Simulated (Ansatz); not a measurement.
# CH2P2 (SMILES C1P=P1): what the fields show

The calculation's input:

```
crystal:
  periodic: [false, false, false]
  atoms:
    - {symbol: C, position_ang: [-0.846775, 0.825407, 0.457075]}
    - {symbol: P, position_ang: [1.002372, 0.784578, 0.233451]}
    - {symbol: P, position_ang: [0.002014, -0.641415, 1.231020]}
    - {symbol: H, position_ang: [-1.472460, 0.646214, -0.426506]}
    - {symbol: H, position_ang: [-1.263682, 1.587224, 1.127992]}
basis:
  gaussian:
    orbitals: def2-TZVPD
hamiltonian:
  xc: pbe0
output:
  forces: true
  orbitals: {seedname: orbitals}
```

Launched as:

```sh
ansatz run input.yaml --threads 1 --pin off --max-ram 2610MiB --events-out events.jsonl --progress --plain --runs-dir runs
```

Geometry: PBE0-D3(BJ)/def2-SVP.

All numbers below come from isolated molecule in a Gaussian basis; Kohn-Sham density functional theory, functional PBE0 (Ansatz 0.2.0).

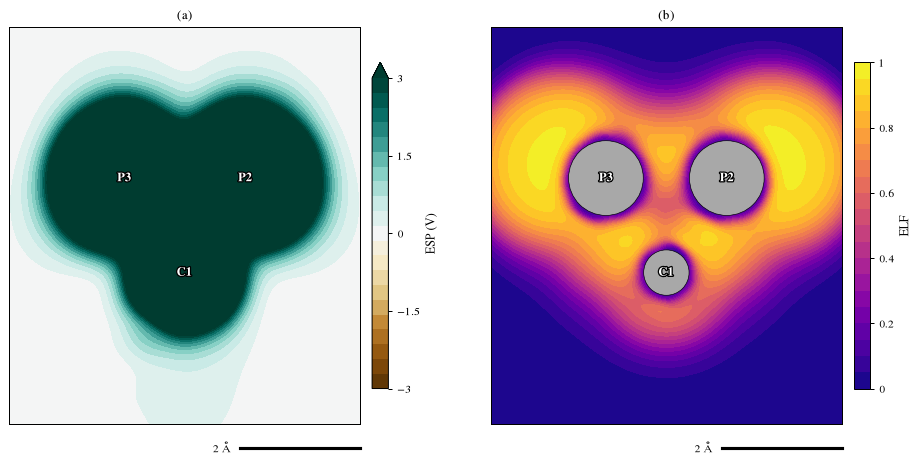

Figure 1. (a) molecular electrostatic potential; (b) ELF on the plane of atoms P2, C1 and P3. Grey discs cover the atomic cores in the ELF map.

Describe what can be read from this map.

- Atoms in the plane: C and P.
- C–P (1.86 Å): the ELF peaks at about 0.90 between the atoms: a shared electron pair.
- P–P (2.01 Å): the ELF peaks at about 0.75 between the atoms, as expected for a covalent bond.
- The ELF also peaks beside P2 and P3, away from the bonds: lone-pair regions.
- The potential has no marked negative region in this plane.

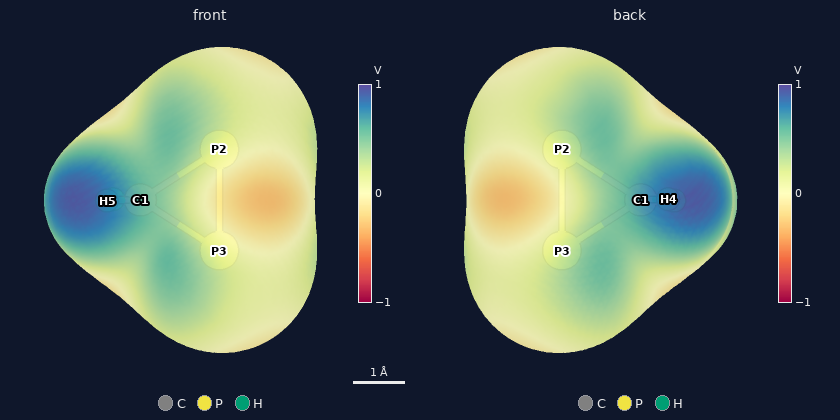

Figure 2. The molecular electrostatic potential painted on the density surface at 0.002 e/bohr³, seen from the front and from behind; red is negative and blue positive.

Describe the electrostatic potential map.

The most negative region (about −0.3 V) lies over P2 and P3, the most positive (about +0.9 V) over H4 and H5.

How polar is the molecule by this calculation?

Its dipole moment is 0.76 D.

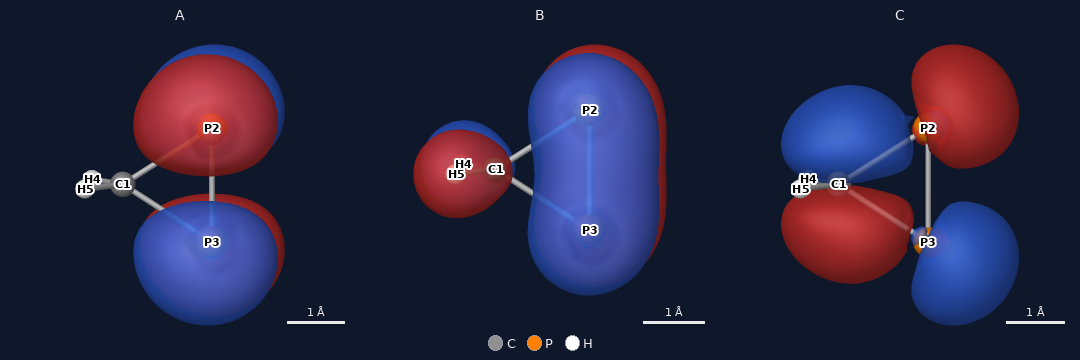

Figure 3. Three frontier orbitals at ±0.1 Å⁻³ᐟ² (blue and red are the two phases), in no order.

Which picture is the HOMO−1, the HOMO and the LUMO?

C is the HOMO−1 (−7.71 eV). By Hirshfeld shares it lies mainly on C1 (about 35 %), P2 (about 30 %) and P3 (about 30 %). B is the HOMO (−7.16 eV). Its weight (Hirshfeld) is mainly on P2 (about 40 %), P3 (about 40 %) and C1 (about 10 %); π-bonding across P2–P3. A is the LUMO (−2.83 eV). By Hirshfeld shares it lies mainly on P2 (about 45 %) and P3 (about 45 %); π-antibonding (π*) across P2–P3.

What is the HOMO–LUMO gap?

4.33 eV between the orbital energies.

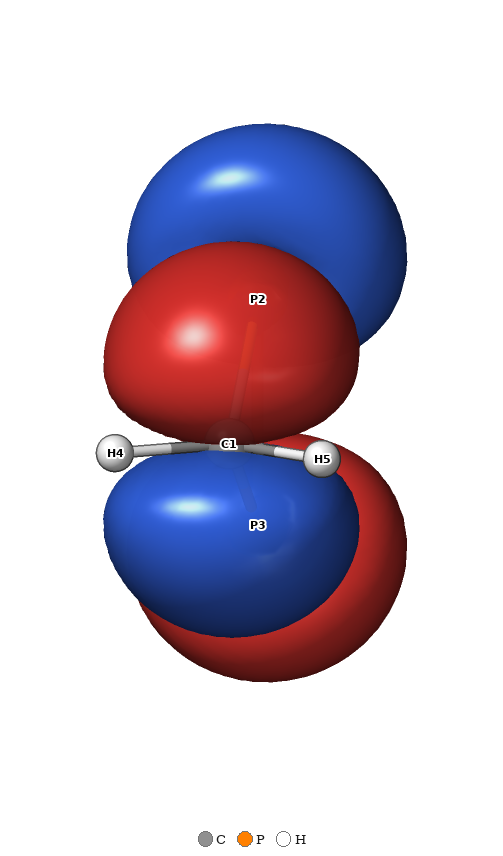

Figure 4. The HOMO−1 at ±0.1 Å⁻³ᐟ² (red and blue are the two phases), seen at an oblique angle.

Where does this orbital lie, and at what energy?

By Hirshfeld shares it lies mainly on C1 (about 35 %), P2 (about 30 %) and P3 (about 30 %). Its energy is −7.71 eV.
